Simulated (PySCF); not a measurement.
# CH5BFN (SMILES CB(N)F) at 5 levels

Aim: a comparison of 5 runs (HF/3-21G, HF/def2-SVP, HF/cc-pVTZ, B3LYP/6-31G*, BLYP/def2-TZVP) of CH5BFN. 

The results are computed with PySCF 2.14.0.

## 1. Starting point

CH5BFN has 9 atoms, charge 0, and is taken as a singlet. As SMILES, `CB(N)F`. The coordinates come from a PBE0-D4/def2-TZVP relaxation.

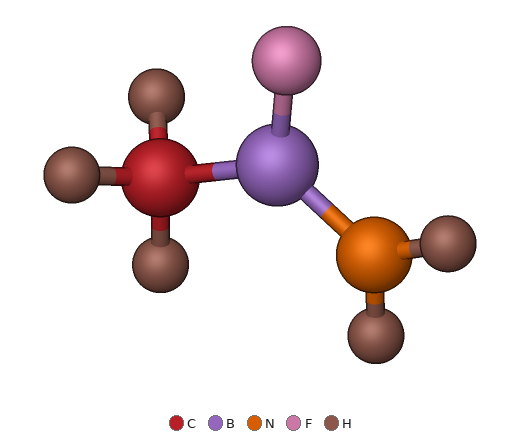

The structure, seen from a chosen angle (carbon red, boron purple, nitrogen orange, fluorine pink, hydrogen brown).

## 2. Energy and gradient at HF/3-21G (run 1)

File run.py:

```python
import pyscf.grad
from pyscf import gto

mol = gto.M(
    atom=[
    ('C', (-0.428400, 0.964700, -0.539000)),
    ('B', (0.098200, -0.482300, -0.251400)),
    ('N', (0.546200, -0.928100, 0.993800)),
    ('F', (0.128500, -1.370900, -1.263800)),
    ('H', (0.176600, 1.438400, -1.318100)),
    ('H', (-0.424000, 1.616300, 0.336600)),
    ('H', (-1.450400, 0.924300, -0.928000)),
    ('H', (0.878700, -1.865200, 1.143700)),
    ('H', (0.563100, -0.343500, 1.809000)),
],
    charge=0,
    max_memory=1860,
    basis='3-21g',
    spin=0,
    verbose=4,
)

mf = mol.RHF()
mf.conv_tol = 1e-10
mf.kernel()
if not mf.converged:
    mf = mf.newton().run(mf.mo_coeff, mf.mo_occ)

e_final = mf.e_tot
print(f'total energy: {e_final:.8f} hartree')
grad = mf.Gradients().kernel()
dip = mf.dip_moment()
pop, q = mf.mulliken_pop()
```

Started as:

```bash
$ OMP_NUM_THREADS=1 python run.py
```

Output:

```text
PySCF version 2.14.0

[... 63 lines left out ...]
converged SCF energy = -218.297053744644
total energy: -218.29705374 hartree
[... 11 lines left out ...]
Dipole moment(X, Y, Z, Debye):  0.39677,  0.57777,  2.33993
[... 56 lines left out ...]
charge of    8H =      0.32832
```

It took 1.4 s on 1 thread of Intel Xeon at 2.70GHz, shared host; peak memory 0.12 GiB.

## 3. Energy and gradient at HF/def2-SVP (run 2)

File calc.py:

```python
# CB(N)F
import pyscf.grad
from pyscf import gto

mol = gto.M(
    atom=[
    ('C', (-0.428400, 0.964700, -0.539000)),
    ('B', (0.098200, -0.482300, -0.251400)),
    ('N', (0.546200, -0.928100, 0.993800)),
    ('F', (0.128500, -1.370900, -1.263800)),
    ('H', (0.176600, 1.438400, -1.318100)),
    ('H', (-0.424000, 1.616300, 0.336600)),
    ('H', (-1.450400, 0.924300, -0.928000)),
    ('H', (0.878700, -1.865200, 1.143700)),
    ('H', (0.563100, -0.343500, 1.809000)),
],
    max_memory=1860,
    basis='def2-svp',
    verbose=4,
)

myscf = mol.RHF()
myscf.conv_tol = 1e-10
myscf.kernel()
if not myscf.converged:
    myscf = myscf.newton().run(myscf.mo_coeff, myscf.mo_occ)

energy = myscf.e_tot
print('Final energy', energy)
grad = myscf.Gradients().kernel()
myscf.analyze()
```

Started as:

```bash
$ OMP_NUM_THREADS=1 python calc.py
```

Output:

```text
PySCF version 2.14.0

[... 63 lines left out ...]
converged SCF energy = -219.311005084223
[... 24 lines left out ...]
MO #4   energy= -7.64051721294957  occ= 2
[... 10 lines left out ...]
MO #15  energy= -0.486447275280566 occ= 2
[... 10 lines left out ...]
MO #26  energy= 0.508512182510996  occ= 0
[... 10 lines left out ...]
MO #37  energy= 0.985810474531894  occ= 0
[... 10 lines left out ...]
MO #48  energy= 1.6148874698111    occ= 0
[... 10 lines left out ...]
MO #59  energy= 2.15962230449498   occ= 0
[... 10 lines left out ...]
MO #70  energy= 2.97490957615359   occ= 0
[... 10 lines left out ...]
MO #81  energy= 4.24722633028908   occ= 0
[... 93 lines left out ...]
Dipole moment(X, Y, Z, Debye):  0.36441,  0.60376,  2.24379
```

It took 4.8 s on 1 thread of Intel Xeon at 2.70GHz, shared host; peak memory 0.16 GiB.

## 4. Energy and forces at HF/cc-pVTZ (run 3)

File mol.xyz:

```xyz
9
CH5BFN
C     -0.428400     0.964700    -0.539000
B      0.098200    -0.482300    -0.251400
N      0.546200    -0.928100     0.993800
F      0.128500    -1.370900    -1.263800
H      0.176600     1.438400    -1.318100
H     -0.424000     1.616300     0.336600
H     -1.450400     0.924300    -0.928000
H      0.878700    -1.865200     1.143700
H      0.563100    -0.343500     1.809000
```

File run.py:

```python
from pyscf import gto

mol = gto.M(
    atom='mol.xyz',
    spin=0,
    verbose=3,
    basis='cc-pvtz',
    max_memory=1860,
)

mf = mol.RHF()
mf.conv_tol = 1e-10
mf.kernel()
if not mf.converged:
    mf = mf.newton().run(mf.mo_coeff, mf.mo_occ)

e_tot = mf.e_tot
print('Final energy', e_tot)
grad = mf.nuc_grad_method().kernel()
dip = mf.dip_moment()
pop, q = mf.mulliken_pop()
```

Started as:

```bash
$ OMP_NUM_THREADS=1 python run.py
```

Output:

```text
converged SCF energy = -219.563642269048
Final energy -219.56364226904836
[... 8 lines left out ...]
Dipole moment(X, Y, Z, Debye):  0.32964,  0.62812,  2.13535
[... 200 lines left out ...]
charge of    8H =      0.17898
```

It took 66 s on 1 thread of Intel Xeon at 2.70GHz, shared host; peak memory 1.4 GiB.

Run 4 isn't shown in full; the table further down has it.

## 5. Energy and gradient at BLYP/def2-TZVP (run 5)

File geometry.xyz:

```xyz
9

C     -0.428400     0.964700    -0.539000
B      0.098200    -0.482300    -0.251400
N      0.546200    -0.928100     0.993800
F      0.128500    -1.370900    -1.263800
H      0.176600     1.438400    -1.318100
H     -0.424000     1.616300     0.336600
H     -1.450400     0.924300    -0.928000
H      0.878700    -1.865200     1.143700
H      0.563100    -0.343500     1.809000
```

File job.py:

```python
# CB(N)F
import pyscf.grad
from pyscf import gto, dft

mol = gto.Mole()
mol.atom = 'geometry.xyz'
mol.basis = 'def2-tzvp'
mol.spin = 0
mol.charge = 0
mol.max_memory = 1860
mol.verbose = 3
mol.build()

calc0 = dft.RKS(mol)
calc0.xc = 'blyp'
calc0.grids.level = 5
calc0.conv_tol = 1e-10
calc0.kernel()
if not calc0.converged:
    calc0 = calc0.newton().run(calc0.mo_coeff, calc0.mo_occ)

etot = calc0.e_tot
print('Final energy', etot)
grad = calc0.Gradients().kernel()
calc0.analyze()
```

Started as:

```bash
$ OMP_NUM_THREADS=1 python job.py
```

Output:

```text
converged SCF energy = -220.710065123804
[... 19 lines left out ...]
MO #10  energy= -0.422529721719592 occ= 2
[... 17 lines left out ...]
MO #28  energy= 0.217493727064054  occ= 0
[... 17 lines left out ...]
MO #46  energy= 0.632870422047217  occ= 0
[... 17 lines left out ...]
MO #64  energy= 1.32791458964001   occ= 0
[... 17 lines left out ...]
MO #82  energy= 1.96944750161623   occ= 0
[... 17 lines left out ...]
MO #100 energy= 2.59510815125426   occ= 0
[... 17 lines left out ...]
MO #118 energy= 3.58535896332934   occ= 0
[... 17 lines left out ...]
MO #136 energy= 5.09146282372981   occ= 0
[... 17 lines left out ...]
MO #154 energy= 56.6150042354947   occ= 0
[... 10 lines left out ...]
Dipole moment(X, Y, Z, Debye):  0.37826,  0.43069,  2.07878
```

It took 94 s on 1 thread of Intel Xeon at 2.70GHz, shared host; peak memory 1.9 GiB.

## 6. Overview of the runs

```tsv
run	level	Cartesian functions	integration grid	energy (Eh)	dipole moment (D)	HOMO energy (eV)	LUMO energy (eV)	wall time
1	HF/3-21G	no	–	-218.297054	2.44	-11.59	6.15	1.4 s
2	HF/def2-SVP	no	–	-219.311005	2.35	-11.78	4.58	4.8 s
3	HF/cc-pVTZ	no	–	-219.563642	2.25	-11.81	3.65	66 s
4	B3LYP/6-31G* (Cartesian functions)	yes	5	-220.676936	2.11	-7.54	1.86	23 s
5	BLYP/def2-TZVP	no	5	-220.710065	2.16	-6.70	-0.02	94 s
```

## 7. Results

```
                       quantity          value
            run 5: total energy  -220.71007 Eh
           run 5: dipole moment         2.16 D
             run 5: HOMO energy       -6.70 eV
             run 5: LUMO energy       -0.02 eV
           run 5: HOMO–LUMO gap        6.68 eV
run 5: largest force on an atom     0.796 eV/Å
```

The dipole moment (its size) runs from 2.11 D (B3LYP/6-31G*) to 2.44 D (HF/3-21G). The two ends differ in method and basis. The HOMO–LUMO gap runs from 6.68 eV (BLYP/def2-TZVP) to 17.75 eV (HF/3-21G). Totals of different functionals can't be ranked against each other. All runs together took 3.1 min, the longest 94 s.
